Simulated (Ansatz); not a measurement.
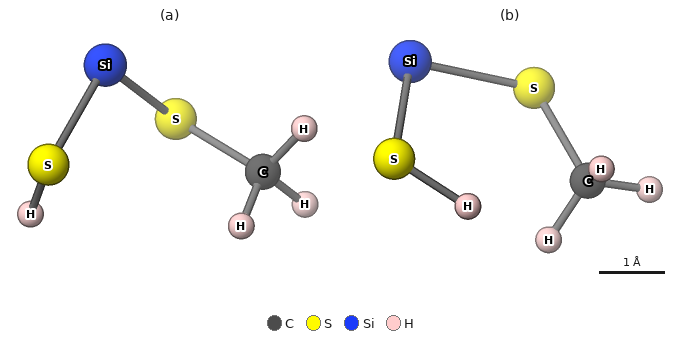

The structure of CH₄S₂Si (coarse preliminary run) before (left) and after (right) a relaxation, at one scale.

A ball-and-stick model, seen at a tilt.

The start comes from a force field.

The calculation used Ansatz, RKS PBE-D4/def2-SVP. Settings: force threshold 0.03 eV/Å; at most 200 steps.

### What changed between the two?

The energy falls by 79.0 kJ/mol in 16 accepted moves (17 points after the start). The largest force component goes from 1.7 to 0.0099 eV/Å. The line search rejected the trial step at point 14 of the run. The atom that moves furthest after the best rigid fit is an H atom (1.73 Å). By element the largest moves are H 1.73 Å, Si 0.85 Å, S 0.56 Å, C 0.27 Å. Near-neighbour distances that change, for instance: S–Si 2.092 → 2.180 Å, C–H 1.151 → 1.107 Å, S–Si 2.130 → 2.167 Å, C–S 1.794 → 1.830 Å. Among the angles between lasting bonds that change: C–S–Si 102.0° → 112.3°, Si–S–H 94.3° → 103.5°, H–C–H 102.5° → 108.8°. Groups turn about S–Si by about 70°, S–Si by about 35°. The run took about 70 core-seconds on a shared host.
